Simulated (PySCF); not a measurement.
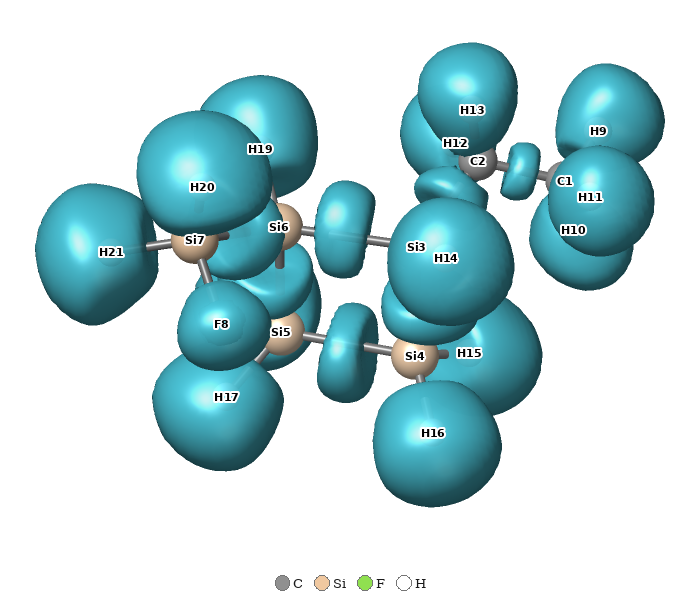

The picture shows: C₂H₁₃FSi₅. Isosurface of the electron localisation function at 0.75 (cyan), seen at an oblique angle. Core shells and regions of very low density are left out.

Geometry: GFN2-xTB.

Method: PBE0/pcSseg-1, SCF density, gas phase, non-relativistic in PySCF 2.14.0.

Input

```
{"job": {"kind": "nmr", "xc": "PBE0", "basis": "pcSseg-1"}, "charge": 0, "multiplicity": 1}
C      3.369300     0.326295    -0.038982
C      2.037630     0.718697    -0.663606
Si     0.544809     0.364721     0.480826
Si     0.255349    -1.943097     0.911607
Si    -1.714739    -1.932076    -0.377209
Si    -1.524831     0.417431    -0.709736
Si    -3.235512     1.729363     0.093688
F     -3.288685     1.288036     1.654778
H      4.197512     0.530889    -0.716666
H      3.380922    -0.735637     0.200553
H      3.539941     0.883109     0.880274
H      1.906489     0.169210    -1.597721
H      2.066606     1.776538    -0.930442
H      0.727652     1.283906     1.622786
H      1.328563    -2.845321     0.464846
H      0.084256    -2.316364     2.321217
H     -2.941296    -2.376235     0.298146
H     -1.696913    -2.766415    -1.587796
H     -1.374982     0.802468    -2.134714
H     -3.070470     3.178517     0.182557
H     -4.600521     1.462907    -0.354876
```

Run with:

```sh
OMP_NUM_THREADS=1 python probes_run.py task.json out
```

> Describe the localisation domains.

The ELF exceeds this value in one region between bonded C–C atoms (shared pairs), one region between bonded C–Si atoms (shared pairs), five regions between bonded Si–Si atoms (shared pairs), 13 regions around hydrogen nuclei and one region wrapped around F (its lone pairs, merged into a ring or cap). Profiles from the grid: C–C (1.52 Å): the ELF peaks at about 0.95 between the atoms, as expected for a shared electron pair. Si–F (1.62 Å): the ELF peaks at about 0.85 in the valence shell of F, 0.6 Å from its nucleus, and is about 0.50 at the midpoint.
